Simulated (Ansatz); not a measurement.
C$_{2}$H$_{10}$AlAs: several calculations on one system

Part 1: Relaxation

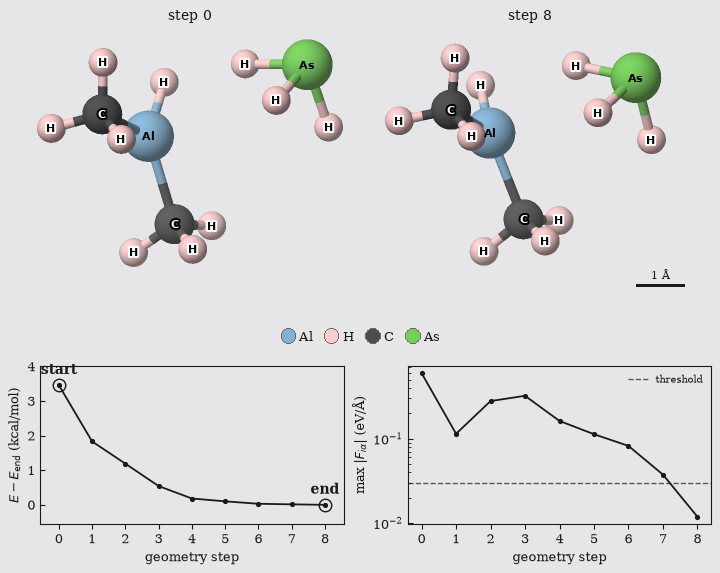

First and last geometry of a relaxation of C$_{2}$H$_{10}$AlAs, with the history of the run. Style: ball-and-stick. Shown at a tilt.

The run prepares an end point of a later path (reaction) calculation, from a guessed geometry.

These are results of Ansatz, RKS PBE0-D4/def2-SVP, not measurements.

The input:
```yaml
crystal:
  periodic: [false, false, false]
  atoms:
    - { symbol: Al, position_ang: [-0.566057, 0.643638, 0.205616] }
    - { symbol: H, position_ang: [-1.383847, 0.900028, -1.081136] }
    - { symbol: C, position_ang: [0.990957, 1.776068, 0.571154] }
    - { symbol: C, position_ang: [-1.115611, -0.794844, 1.415725] }
    - { symbol: H, position_ang: [-0.295303, -0.306563, -2.12425] }
    - { symbol: As, position_ang: [0.636411, -1.385662, -2.638785] }
    - { symbol: H, position_ang: [1.318642, 2.332188, -0.320968] }
    - { symbol: H, position_ang: [1.849067, 1.200865, 0.955626] }
    - { symbol: H, position_ang: [0.748781, 2.526063, 1.345689] }
    - { symbol: H, position_ang: [-1.653992, -0.38827, 2.290389] }
    - { symbol: H, position_ang: [-0.252196, -1.352418, 1.813918] }
    - { symbol: H, position_ang: [-1.792015, -1.510694, 0.923643] }
    - { symbol: H, position_ang: [-0.107037, -2.471379, -1.867066] }
    - { symbol: H, position_ang: [1.622201, -1.16892, -1.489554] }
basis:
  gaussian: { orbitals: def2-SVP }
hamiltonian:
  xc: pbe0
  dispersion: d4
relax:
  f_tol: 0.03
  max_steps: 50
```

Launched with:
```bash
ansatz run input.yaml --threads 4 --pin off --max-ram 5120MiB --backend cpu --events-out ev --progress --plain --runs-dir out
```

### What do the curves and the structures tell?

It converged. H2 moves most after the best rigid fit: 0.60 Å. By element the largest moves are H 0.60 Å, As 0.40 Å, C 0.21 Å, Al 0.11 Å. Some distances before and after: Al1–As6 3.695 → 3.381 Å, Al1–H5 2.531 → 2.289 Å, Al1–H2 1.546 → 1.603 Å, H5–As6 1.516 → 1.539 Å. The energy falls by 3.46 kcal/mol in 8 geometry steps. Largest force component: 0.6 eV/Å at the start, 0.012 eV/Å at the end.

| step | E − E(0), kcal/mol | largest force component, eV/Å |
| --- | --- | --- |
| 0 | 0.00 | 0.5984 |
| 1 | -1.63 | 0.1145 |
| 2 | -2.27 | 0.2793 |
| 3 | -2.92 | 0.3223 |
| 4 | -3.28 | 0.1624 |
| 5 | -3.36 | 0.1132 |
| 6 | -3.43 | 0.0822 |
| 7 | -3.45 | 0.0376 |
| 8 | -3.46 | 0.0119 |

Part 2: Relaxation

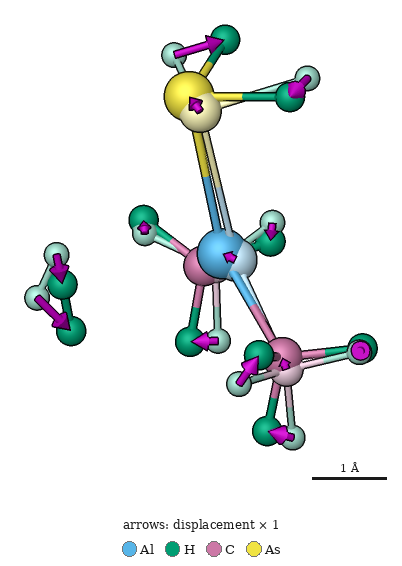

This is a relaxation of C$_{2}$H$_{10}$AlAs. The starting structure is drawn faded, the final one solid; purple arrows show the displacements, at their true length. The two geometries are superimposed by the best rigid fit.

A ball-and-stick model, seen from a free direction.

The run prepares an end point of a later path (reaction) calculation, from a guessed geometry.

The calculation used RKS PBE0-D4/def2-SVP (Ansatz 0.2.0). (no spin polarisation; force threshold 0.03 eV/Å; at most 50 steps)

Atoms of which element are displaced furthest, and by how much?

Hydrogen: up to 0.73 Å, against 0.28 Å for arsenic.

Describe the change and its energy.

An H atom moves most after the best rigid fit: 0.73 Å. By element the largest moves are H 0.73 Å, As 0.28 Å, Al 0.20 Å, C 0.18 Å. Near-neighbour distances that change, for instance: Al–H 2.818 → 2.337 Å, Al–H 2.586 → 2.321 Å, H–H 0.707 → 0.767 Å, Al–As 2.412 → 2.455 Å. Groups turn about Al–As by about 35°, Al–C by about 20°. The energy falls by 16.2 kJ/mol in 14 accepted moves (15 points after the start). Largest force component: 1.7 eV/Å at the start, 0.025 eV/Å at the end. The line search rejected the trial step at point 8 of the run. The forces were under the threshold at step 9, but the run went on from there.

Limits of the set-up: the start holds two separate molecules, 2.6 Å apart at their closest, whose relative position is a soft coordinate.

Part 3: Path

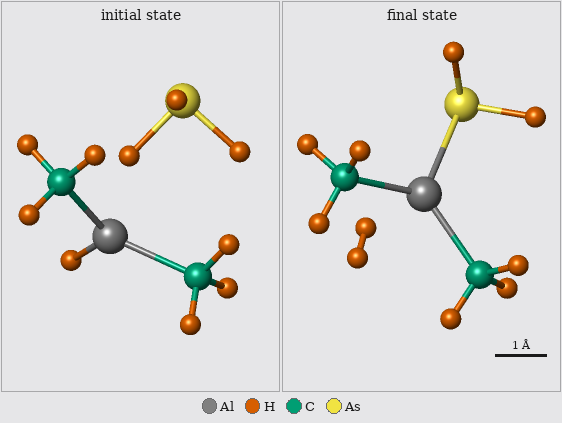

The two relaxed end points of a path for C2H10AlAs, made up at the start of C2H7Al and AsH3. A ball-and-stick model, seen at a tilt.

All numbers below come from RKS PBE0-D4/def2-SVP (Ansatz).

Run with 5 movable images; climbing image; force threshold 0.03 eV/Å; iteration limit 60.

Start:
```xyz
14

Al   -0.6400    0.6504    0.1206
H    -1.7720    1.2773   -0.8253
C     1.0187    1.6667    0.3949
C    -1.0881   -0.9035    1.2344
H    -0.2434   -0.1566   -1.9849
As    0.7306   -1.3144   -2.2651
H     1.3702    2.1651   -0.5237
H     1.8439    1.0501    0.7882
H     0.8423    2.4684    1.1353
H    -1.5693   -0.5603    2.1686
H    -0.2018   -1.4874    1.5317
H    -1.8033   -1.5860    0.7474
H    -0.1010   -2.2968   -1.4511
H     1.6133   -0.9730   -1.0710
```

End:
```xyz
14

Al    0.0961   -0.0886   -0.0352
H    -1.6848    1.2133   -0.8072
C     1.0891    1.5530    0.3737
C    -1.1784   -0.8838    1.2261
H    -1.4476    0.8939   -1.4631
As    0.6921   -1.3183   -2.0751
H     1.3928    2.1020   -0.5335
H     2.0198    1.2997    0.9132
H     0.5243    2.2454    1.0203
H    -1.6909   -0.1321    1.8489
H    -0.6379   -1.5547    1.9175
H    -1.9451   -1.4987    0.7276
H     0.5923   -2.6594   -1.3547
H     2.1782   -1.1718   -1.7585
```

### Predict the minimum-energy path and its barrier.

The highest point, image 2, lies 0.60 eV above the start and 0.95 eV above the end; the end is at −0.35 eV relative to the start. Breaking: Al1–H2 (1.60 → 1.72 at the top → 2.34 Å), H5–As6 (1.54 → 1.88 at the top → 3.14 Å). Forming: Al1–As6 (3.38 → 2.75 at the top → 2.46 Å), H2–H5 (2.40 → 1.11 at the top → 0.77 Å). The band converged in 11 iterations, with a climbing image at the top. At the top, the vibrational analysis gives one imaginary mode (937i cm⁻¹), as a transition state must have.

Energies of the converged images:

```json
{"image": "0", "path (Å)": "0.00", "E (eV)": "0.000"}
{"image": "1", "path (Å)": "0.64", "E (eV)": "0.105"}
{"image": "2", "path (Å)": "1.27", "E (eV)": "0.600"}
{"image": "3", "path (Å)": "1.91", "E (eV)": "0.015"}
{"image": "4", "path (Å)": "2.55", "E (eV)": "-0.284"}
{"image": "5", "path (Å)": "3.19", "E (eV)": "-0.338"}
{"image": "6", "path (Å)": "3.83", "E (eV)": "-0.349"}
```

The geometry at the top of the path:

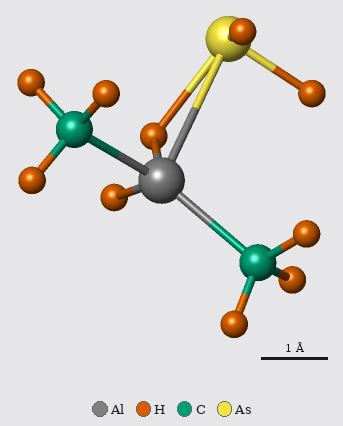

Limits of the set-up: the start holds two separate molecules, 2.3 Å apart at their closest, whose relative position is a soft coordinate.

Cost: 3.5 min on 4 threads of Arm Neoverse N1, with other jobs on the host, peak memory 0.34 GiB.
